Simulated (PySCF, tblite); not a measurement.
**C5H8FO radical: geometry, infrared bands and EPR parameters**

Wanted: the infrared bands and EPR parameters of C5H8FO radical (`C[C@@H](O)/[C]=C\CF`), by calculation.

Programs: tblite 0.8.0 and PySCF 2.14.0, with density-fitted response routines of our own. Each step states its level of theory. These are calculated values for one molecule in the gas phase, unless marked as measured. Atoms are numbered from 0 throughout.

## 1. The molecule as given

15 atoms, charge 0, multiplicity 2; geometry from: force field or distance geometry start.

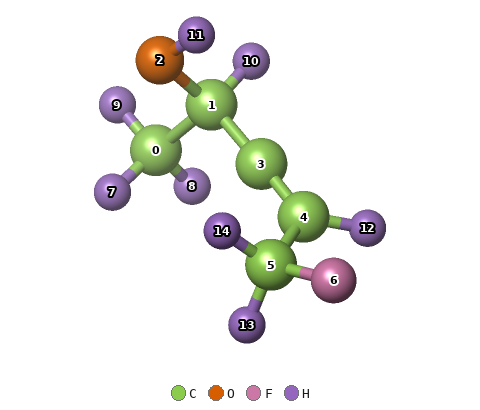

As it starts; carbon green, oxygen orange, fluorine pink, hydrogen purple, atoms numbered; sticks join atoms by distance.

## 2. Optimising the geometry with GFN2-xTB

The job: settings as JSON, then the geometry in Å.

```
{"job": {"kind": "relax", "xc": "GFN2-xTB", "basis": "xTB"}, "charge": 0, "multiplicity": 2}
C     -1.413500    -1.642200     0.261700
C     -1.298400    -0.293000    -0.447900
O     -1.988400     0.672400     0.324700
C      0.109700     0.123100    -0.557200
C      1.351900     0.499000    -0.615700
C      2.123500     1.104000     0.496000
F      3.076400     1.950000    -0.001400
H     -1.007200    -1.592300     1.283400
H     -0.893300    -2.433100    -0.283700
H     -2.480600    -1.921900     0.363900
H     -1.758400    -0.355800    -1.431000
H     -1.848600     1.527300    -0.115100
H      1.889900     0.352500    -1.541700
H      2.647300     0.326900     1.068100
H      1.485100     1.691100     1.173900
```

Command:

```bash
> OMP_NUM_THREADS=1 python probes_run.py task.json out
```

This one command runs all jobs of the session in turn.

**Question.** This job is followed by: GFN2-xTB harmonic vibrations, gas phase; UKS B3LYP, pcH-1 on C F H O, non-relativistic, mean-field spin-orbit, GIAO. Predict these results of the whole session: strongest single infrared mode (GFN2-xTB); zero-point energy (GFN2-xTB); g(iso) (B3LYP); ⟨S²⟩; largest a(iso) (averaged by class); surface potential, least and greatest.

**Answer**, as computed:

| quantity | value |
| --- | --- |
| strongest single infrared mode (GFN2-xTB) | 1025 cm⁻¹, 116 km/mol |
| zero-point energy (GFN2-xTB) | 73.3 kcal/mol |
| g(iso) (B3LYP) | 2.00220 |
| ⟨S²⟩ | 0.758 (exact 0.75) |
| largest a(iso) (averaged by class) | 13C on C3, 263.2 MHz |
| surface potential, least and greatest | -1.20 V and 2.11 V |

**Reading.** Over 93 steps the energy fell by 0.271 eV; of the close pairs, C4–C5 changed most, 1.482 to 1.521 Å. All 39 modes are real, so the xTB geometry is a minimum. The strongest single mode, at 1025 cm⁻¹, moves mainly C5 and F6. GFN2-xTB is a fitted tight-binding method: band positions and strengths are rough. Its intensities can rank the bands wrongly. Most of the unpaired spin sits on C3 (0.98 e). The isotropic g lies 0.1 ppt below the free-electron value.
